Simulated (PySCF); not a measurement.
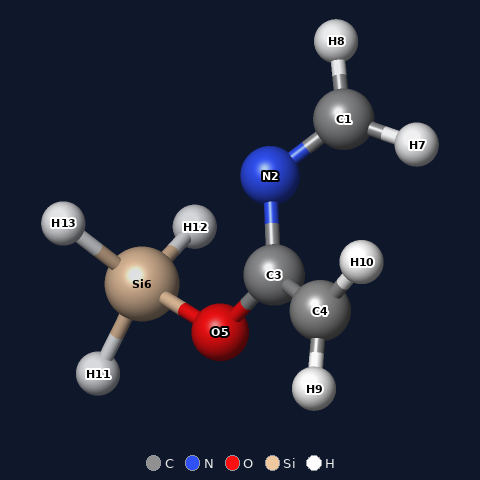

Geometry used (C₃H₇NOSi, SMILES C=NC(=C)O[SiH3]).

Kohn-Sham orbital energies near the frontier, CAM-B3LYP/def2-SVPD (IEF-PCM acetonitrile) in PySCF 2.14.0, at a PBE0-D3(BJ)/def2-SVP geometry (no frequency check); empty levels in grey, levels within 0.03 eV side by side.

### Where do the frontier orbitals lie?

HOMO at −8.00 eV, LUMO at −0.27 eV, 7.73 eV apart.

### List the levels with the atoms that carry most of them (a dash for levels above zero or within 0.03 eV of another, where shares mean little).

```tsv
orbital	energy (eV)	Löwdin shares
LUMO+1	1.24	–
LUMO	−0.27	C1 34 %, N2 25 %, C4 10 %
HOMO	−8.00	C4 37 %, C3 22 %, O5 15 %
HOMO−1	−9.56	N2 45 %, C1 13 %, C3 8 %
HOMO−2	−10.87	Si6 23 %, O5 18 %, H12/H13 14 % each
```

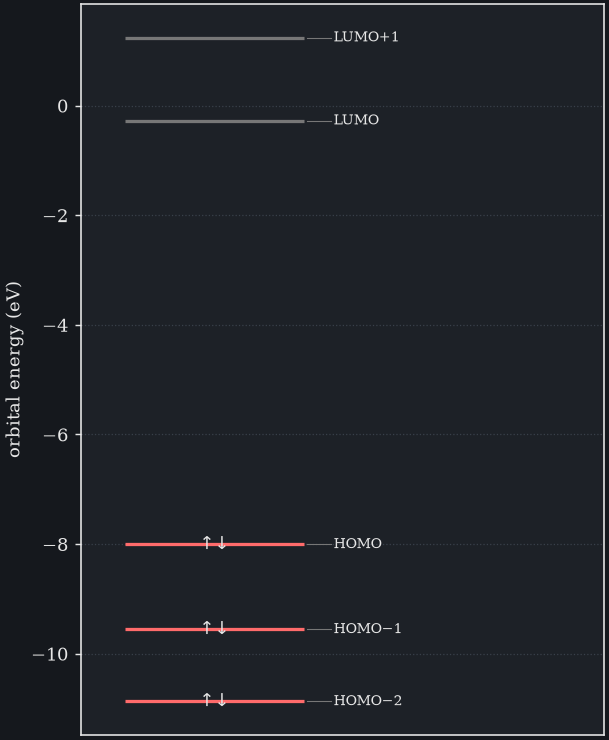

Caveats: one conformer of a flexible molecule; empty levels above zero depend strongly on the basis.
